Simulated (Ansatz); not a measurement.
# C$_{2}$H$_{8}$FInO (SMILES [CH3][In-]([CH3])([OH2+])[F]): what the fields show

Input

```
crystal:
  periodic: [false, false, false]
  atoms:
    - {symbol: C, position_ang: [-1.860909, 0.754641, -1.045756]}
    - {symbol: C, position_ang: [1.226867, -1.743734, -0.202188]}
    - {symbol: F, position_ang: [1.298698, 1.643064, -0.156373]}
    - {symbol: In, position_ang: [0.025029, 0.029634, -0.340855]}
    - {symbol: O, position_ang: [0.127840, 0.877880, 1.880173]}
    - {symbol: H, position_ang: [-2.322138, 1.346355, -0.242078]}
    - {symbol: H, position_ang: [-1.693892, 1.406271, -1.915468]}
    - {symbol: H, position_ang: [-2.538072, -0.062298, -1.330438]}
    - {symbol: H, position_ang: [2.286387, -1.451555, -0.179223]}
    - {symbol: H, position_ang: [0.983865, -2.293502, 0.719483]}
    - {symbol: H, position_ang: [1.056942, -2.411690, -1.058319]}
    - {symbol: H, position_ang: [0.679151, 0.392411, 2.504718]}
    - {symbol: H, position_ang: [0.750733, 1.477720, 1.381124]}
basis:
  gaussian: {orbitals: def2-SVPD}
hamiltonian: {xc: pbe0}
output: {forces: true, orbitals: {seedname: orbitals}}
```

Launched as:

```sh
ansatz run input.yaml --threads 2 --pin off --max-ram 5220MiB --events-out events.jsonl --progress --plain --runs-dir runs
```

Geometry: PBE0-D4/def2-SVP; core potentials replace the inner electrons of In.

All numbers below come from Ansatz 0.2.0, isolated molecule in a Gaussian basis; Kohn-Sham density functional theory, functional PBE0.

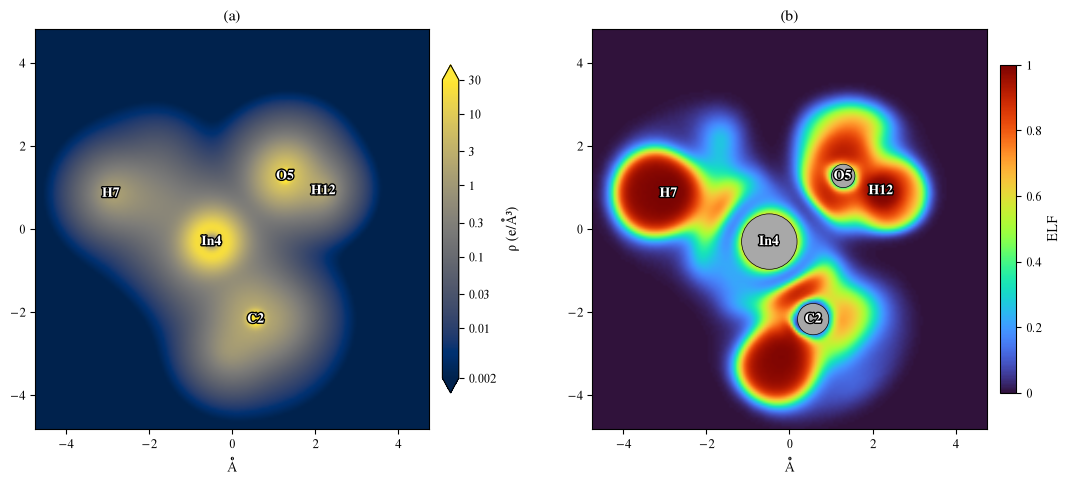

Figure 1. (a) electron density; (b) ELF on the plane of atoms In4, O5 and H12. Grey discs cover the atomic cores in the ELF map.

### What does the map show?

- The plane passes through C, In, O and H nuclei.
- C–In (2.15 Å): the density is about 0.66 e/Å³ at the midpoint; the ELF peaks at about 0.90 in the valence shell of C, 0.7 Å from its nucleus, and drops to about 0.15 between the two atoms.
- In–O (2.38 Å): ρ at the midpoint is about 0.29 e/Å³; the ELF is about 0.10 at the midpoint.
- O–H (0.96 Å): the density is about 3.7 e/Å³ at the midpoint; the ELF climbs to about 1 towards the hydrogen, as it does in any bond to H (an ordinary covalent bond to hydrogen).
- The ELF also peaks beside O5, away from the bonds: lone-pair regions.

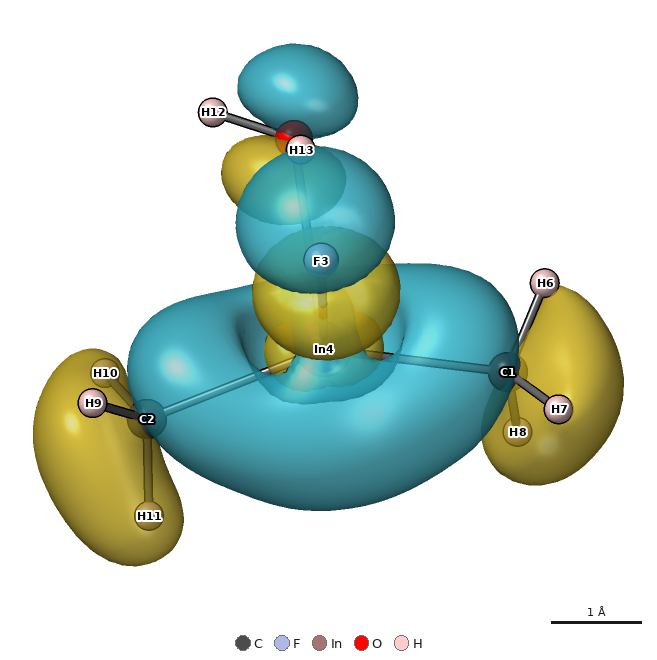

Figure 2. The HOMO−1 at ±0.08 Å⁻³ᐟ² (yellow and cyan are the two phases), seen at a tilt.

### Where does this orbital lie, and at what energy?

It lies mainly on In4 (about 25 %), F3 (about 25 %), C2 (about 15 %), C1 (about 15 %) and O5 (about 5 %). Its energy is −8.98 eV.
